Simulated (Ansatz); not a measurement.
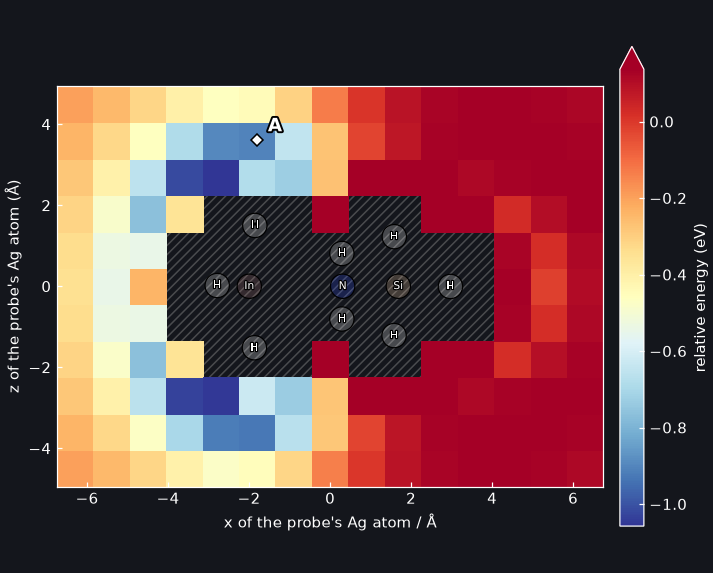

H₈InNSi (SMILES [SiH3][NH2+][InH3-]) with the probe Ag+. The probe is moved over the plane through the molecule's long axis and the normal of its main plane. Coordinates scanned: (1) x of the probe's Ag atom; (2) z of the probe's Ag atom. Nothing is relaxed (molecule and probe rigid). The scan uses a 15 × 11 grid. At 37 points there is no value (left out of the scan, as a rule where atoms come close). Energies: eV, counted from molecule and probe far apart, each relaxed in its own basis (no counterpoise correction). Energies and slopes of some neighbouring points disagree (a jump in structure or state, or too coarse a mesh). These are results of RHF/def2-SVP (Ansatz 0.2.0), not measurements.

The picture shows one coloured cell a grid point, labelled circles for the molecule's atoms, projected on the plane, one colour for all values above the top of the scale, hatched blanks where no value was computed, the point A.

### Which way does the force act at A, and how strong is it?

A, at x of the probe's Ag atom = −1.8 Å, z of the probe's Ag atom = 3.6 Å, is not a stationary point. The computed force is 0.61 eV/Å in the plane, pointing down in the picture (components −0.15 and −0.59 eV/Å).
